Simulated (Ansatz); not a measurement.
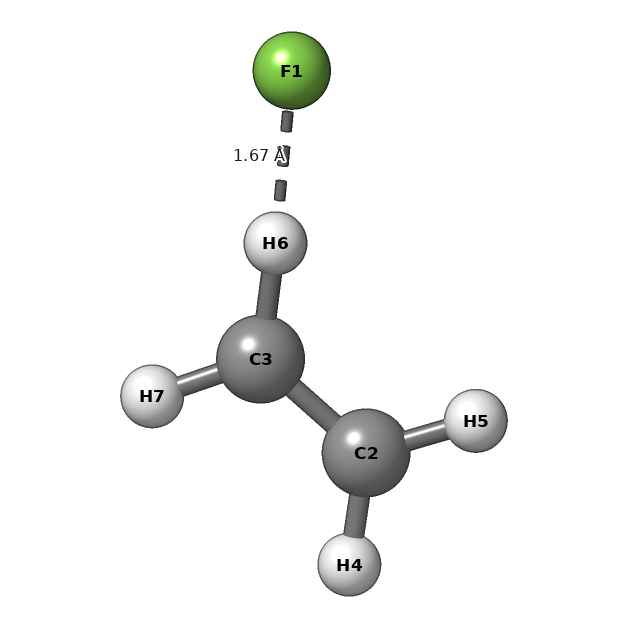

Two molecules or ions; the broken line marks their closest contact (measured against van der Waals radii). State: charge −1, singlet. The geometry was computed by an optimisation with PBE0-D4/def2-TZVPD. Program: Ansatz 0.2.0.

### Which two species are they?

F and C2H4 (`C=C.[F-]`).

Give the counterpoise-corrected interaction energy (kJ/mol, monomers kept as in the pair) with CCSD(T)/CBS (MP2 limit from def2-TZVPPD and def2-QZVPPD plus CCSD(T) − MP2); ωB97M-V/def2-SVP; RHF-MP2 (frozen core)/def2-QZVPPD.

| level | interaction energy (kJ/mol) |
| --- | --- |
| CCSD(T)/CBS (MP2 limit from def2-TZVPPD and def2-QZVPPD plus CCSD(T) − MP2) | −49.0 |
| ωB97M-V/def2-SVP | −60.4 |
| RHF-MP2 (frozen core)/def2-QZVPPD | −46.6 |
